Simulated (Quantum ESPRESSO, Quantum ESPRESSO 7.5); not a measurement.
# Work function and surface energy of Ta(100) against thickness

How thick must a slab of Ta(100) be?

Method: plane-wave DFT, PBE, GBRV ultrasoft pseudopotentials, in Quantum ESPRESSO 7.5.

The experiments to compare with:

“Anisotropic work function of elemental crystals” (2019, arxiv:1902.07811) quotes from earlier work for Ta (clean (100) face): work function (clean (100) face) 4.1 eV.

This is a report of a sequence of runs, with most program output left out.

### Step 1. The starting structure

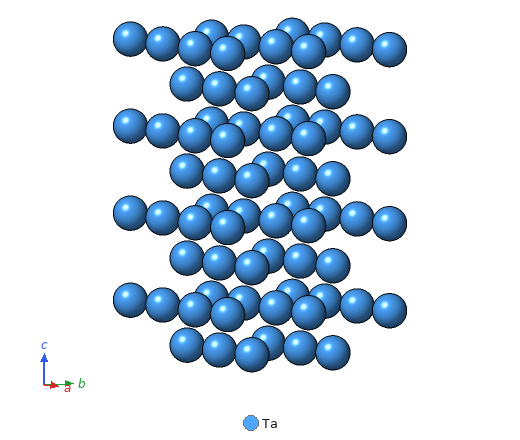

The starting structure, seen from the side, with the c axis up (tantalum blue). 3×2×1 cells are drawn. Some periodic images of atoms are drawn too.

The cell holds 8 atoms: 8 Ta. Its edges and angles: a = 3.310 Å, b = 3.310 Å, c = 26.585 Å, α = 90.0°, β = 90.0°, γ = 90.0°. It derives from Ta. Vacuum lies along c.

Coordinates:

```
CELL_PARAMETERS angstrom
3.31000 0.00000 0.00000
0.00000 3.31000 0.00000
0.00000 0.00000 26.58500
ATOMIC_POSITIONS crystal
Ta 0.50000 0.50000 0.28211
Ta 0.00000 0.00000 0.34437
Ta 0.50000 0.50000 0.40662
Ta 0.00000 0.00000 0.46887
Ta 0.50000 0.50000 0.53113
Ta 0.00000 0.00000 0.59338
Ta 0.50000 0.50000 0.65563
Ta 0.00000 0.00000 0.71789
```

### Step 2. The script

ASE writes the inputs, starts pw.x and reads the results. Under ESM bc1 the zero of energy of a symmetric slab is the vacuum, so the work function is minus the Fermi level.

File run.py:

```python
import json
import numpy as np
from ase.build import bcc100
from ase.calculators.espresso import Espresso, EspressoProfile

profile = EspressoProfile(command='mpirun -n 4 pw.x -nk 4', pseudo_dir='../pseudo')
pseudopotentials = {'Ta': 'ta_pbe_v1.uspp.F.UPF'}
system = {'ecutwfc': 40, 'ecutrho': 200, 'occupations': 'smearing', 'smearing': 'mv', 'degauss': 0.02}


def calculator(name, kpts, **extra):
    data = dict(control=dict(tprnfor=True, verbosity='high', disk_io='none'),
                system=system | extra,
                electrons=dict(conv_thr=1e-07, mixing_beta=0.4, mixing_mode='local-TF',
                               electron_maxstep=100))
    return Espresso(profile=profile, directory=name, pseudopotentials=pseudopotentials, kpts=kpts, input_data=data)


def centre(atoms):
    z = atoms.positions[:, 2]
    atoms.positions[:, 2] -= (z.max() + z.min()) / 2  # ESM wants the slab about z = 0
    return atoms


rows = []
for n in [3, 4, 5, 6, 7, 8]:
    slab = centre(bcc100('Ta', size=(1, 1, n), a=3.31, vacuum=7.5, periodic=True))
    slab.set_initial_magnetic_moments([0.0] * n)
    slab.calc = calculator(f'n{n}', (8, 8, 1), assume_isolated='esm', esm_bc='bc1')
    energy = slab.get_potential_energy()
    work = -slab.calc.get_fermi_level()
    force = slab.get_forces()[-1, 2]
    rows.append([n, energy, work, force])
    print(f'{n} layers: E = {energy:.5f} eV, work function {work:.3f} eV, force on the top atom {force:+.3f} eV/A')

n, energy = np.array(rows)[:, :2].T
slope, offset = np.polyfit(n[1:], energy[1:], 1)
area = np.linalg.norm(np.cross(*slab.cell[:2]))
gamma = offset / (2 * area) * 16.0218
print(f'bulk energy from the slope {slope:.5f} eV an atom; unrelaxed surface energy {gamma:.3f} J/m^2')
json.dump(dict(rows=rows, slope=slope, gamma=gamma), open('result.json', 'w'))
```

The run is started by

```console
$ OMP_NUM_THREADS=1 python run.py
```

Run time: 14 min. Hardware: 4 MPI ranks of Arm Neoverse V1, shared host; peak memory 1.2 GiB.

Numbers from this step:

```
surface energy                     : 2.871 J/m²
work function of the thickest slab : 4.007 eV
```

The work function by layers:

```
layers  work function (eV)
  3.00                3.82
  4.00                3.99
  5.00                3.97
  6.00                3.98
  7.00                4.01
  8.00                4.01
```

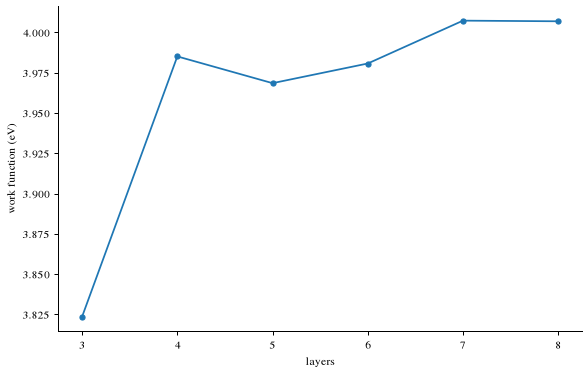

Work function against layers.

Force on the top atom along the normal against layers:

```
layers  force on the top atom along the normal (eV/Å)
  3.00                                          -1.72
  4.00                                         -0.886
  5.00                                          -1.33
  6.00                                          -1.33
  7.00                                          -1.24
  8.00                                          -1.30
```

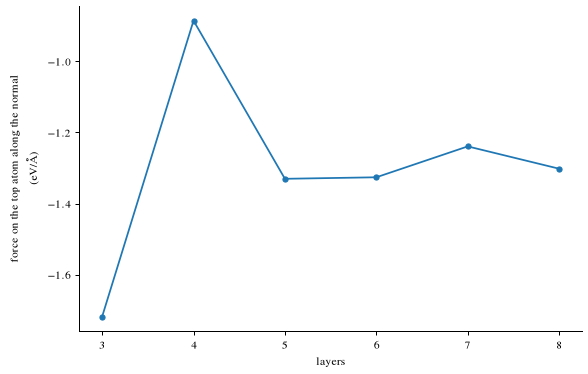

Force on the top atom along the normal against layers.

Energy less the bulk line's slope against layers:

```csv
layers,energy less the bulk line's slope (meV)
3.00,3957
4.00,3970
5.00,3898
6.00,3883
7.00,3922
8.00,3958
```

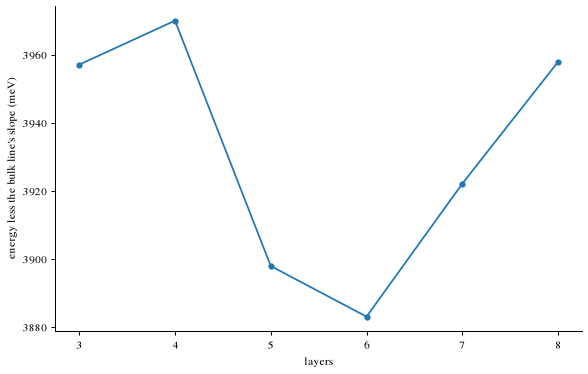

Energy less the bulk line's slope against layers.

### Step 3. Running the series: PBEsol, GBRV ultrasoft

Level of this step: plane-wave DFT, PBEsol, GBRV ultrasoft pseudopotentials (Quantum ESPRESSO 7.5).

run.py, as its differences from the input of step 2:

```diff
@@ -6,3 +6,3 @@
 profile = EspressoProfile(command='mpirun -n 4 pw.x -nk 4', pseudo_dir='../pseudo')
-pseudopotentials = {'Ta': 'ta_pbe_v1.uspp.F.UPF'}
+pseudopotentials = {'Ta': 'ta_pbesol_v1.uspp.F.UPF'}
 system = {'ecutwfc': 40, 'ecutrho': 200, 'occupations': 'smearing', 'smearing': 'mv', 'degauss': 0.02}
```

The run is started by

```console
$ OMP_NUM_THREADS=1 python run.py
```

The job ended after 14 min (4 MPI ranks; peak memory 1.2 GiB).

Numbers from this step:

* surface energy: 3.241 J/m²
* work function of the thickest slab: 4.082 eV

Table of work function by layers:

| layers | work function (eV) |
| --- | --- |
| 3.00 | 3.90 |
| 4.00 | 4.06 |
| 5.00 | 4.05 |
| 6.00 | 4.06 |
| 7.00 | 4.09 |
| 8.00 | 4.08 |

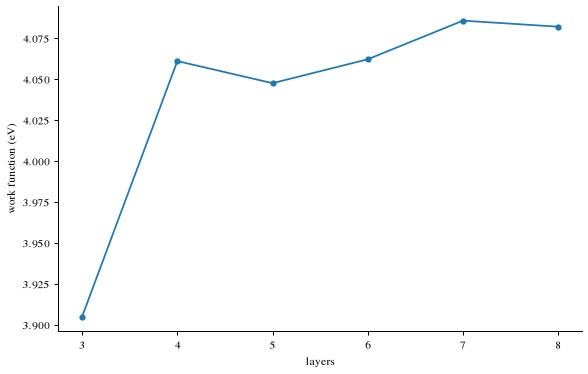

Work function against layers.

Force on the top atom along the normal against layers:

```
layers  force on the top atom along the normal (eV/Å)
  3.00                                          -2.14
  4.00                                          -1.32
  5.00                                          -1.76
  6.00                                          -1.75
  7.00                                          -1.66
  8.00                                          -1.73
```

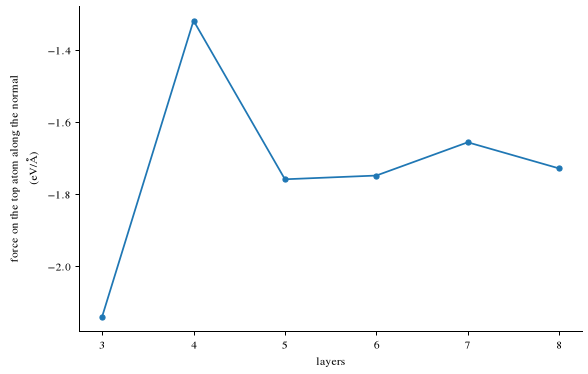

Force on the top atom along the normal, plotted against layers.

Energy less the bulk line's slope against layers:

```
layers  energy less the bulk line's slope (meV)
  3.00                                     4454
  4.00                                     4477
  5.00                                     4403
  6.00                                     4388
  7.00                                     4428
  8.00                                     4464
```

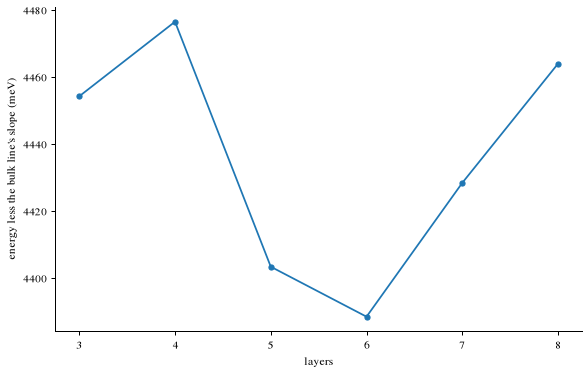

Energy less the bulk line's slope, plotted against layers.

### Step 4. Running the series, with ecutwfc = 10

Another try, with an input changed as a hurried user might.

Level of this step: plane-wave DFT, PBE, GBRV ultrasoft pseudopotentials (Quantum ESPRESSO 7.5).

run.py, as its differences from the input of step 2:

```diff
@@ -7,3 +7,3 @@
 pseudopotentials = {'Ta': 'ta_pbe_v1.uspp.F.UPF'}
-system = {'ecutwfc': 40, 'ecutrho': 200, 'occupations': 'smearing', 'smearing': 'mv', 'degauss': 0.02}
+system = {'ecutwfc': 10, 'ecutrho': 200, 'occupations': 'smearing', 'smearing': 'mv', 'degauss': 0.02}
 
@@ -14,3 +14,3 @@
                 electrons=dict(conv_thr=1e-07, mixing_beta=0.4, mixing_mode='local-TF',
-                               electron_maxstep=100))
+                               electron_maxstep=60))
     return Espresso(profile=profile, directory=name, pseudopotentials=pseudopotentials, kpts=kpts, input_data=data)
@@ -25,3 +25,3 @@
 rows = []
-for n in [3, 4, 5, 6, 7, 8]:
+for n in [3, 4, 5]:
     slab = centre(bcc100('Ta', size=(1, 1, n), a=3.31, vacuum=7.5, periodic=True))
```

The run is started by

```console
$ OMP_NUM_THREADS=1 python run.py
```

It took 47 s on 4 MPI ranks; peak memory 0.7 GiB; 3 min of CPU time.

The run finished, but its numbers are not taken as the system's. The fault: a cutoff far too low.

Beside the run it was changed from:

```csv
quantity,this run,unchanged run,difference
work function of the thickest slab (eV),4.686,4.007,0.68
surface energy (J/m²),8.139,2.871,5.3
wall time (s),47,854,
SCF iterations,69,204,
```

The changed run covers the first three points of the series alone, which enters its fits and its time.

Levels move by up to 679 meV, so the change matters at the level of the results. The other physical values in this table move by up to 1.8e+02 %.

### Step 5. Worked from the printed numbers

γ = (E_N − N e_bulk)/(2A). The excess of the thickest slab is 3.958 eV and A = 10.956 Å²: 3.958/(2 × 10.956) × 16.02 = 2.89 J/m² (1 eV/Å² = 16.02 J/m²); the fit's intercept gives 2.87.

### Step 6. Results

```
work function of the thickest slab, PBE, GBRV ultrasoft    : 4.01 eV
unrelaxed surface energy, PBE, GBRV ultrasoft              : 2.87 J/m²
work function of the thickest slab, PBEsol, GBRV ultrasoft : 4.08 eV
unrelaxed surface energy, PBEsol, GBRV ultrasoft           : 3.24 J/m²
```

In words: The thickest slab gives a work function of 4.01 eV and the series an unrelaxed surface energy of 2.87 J/m² (PBE, GBRV ultrasoft). The work function swings by 0.18 eV over 3 to 8 layers and by 0.00 eV over the last step; confined states crossing the Fermi level and the finite mesh both contribute. From 4 layers on it stays within 0.1 eV. The force on the top atom of the thickest slab points inwards (1.30 eV/Å). The slabs are cut from the bulk at the tabulated lattice constant and not relaxed; the surface energy comes from a straight line through the energies of all but the thinnest slab. Spin-orbit coupling is left out; depending on the atoms that carry the levels of interest, it can split and shift them by tenths of an eV to an eV or more.

Calculation against experiment:

| quantity | measured | PBE, GBRV | PBEsol, GBRV |
| --- | --- | --- | --- |
| work function (clean (100) face) (eV) | 4.1 | 4.01 (-0.09 eV) | 4.08 (-0.02 eV) |

Measured values from arxiv:1902.07811 (2019).

How well it matches: The grades are ours: good and fair within 3 and 7 % for the work function. Other measurements of the same face can differ from the value quoted by 0.1 to 0.2 eV.

[Logs are printed without paths, hosts, clocks, repeated set-up lines and the standing remarks that a program may print on its own settings, such as how far it seeks lower states.]

[Hosts, paths, dates, database ids (printed as entryN), source tags and the programs' standing remarks are cut or masked in the printed files.]

[Maps of the electrostatic potential energy from Ansatz leave out the sawtooth potential of an applied field or a dipole correction, so their vacuum need not be flat; planar profiles and work functions include it.]
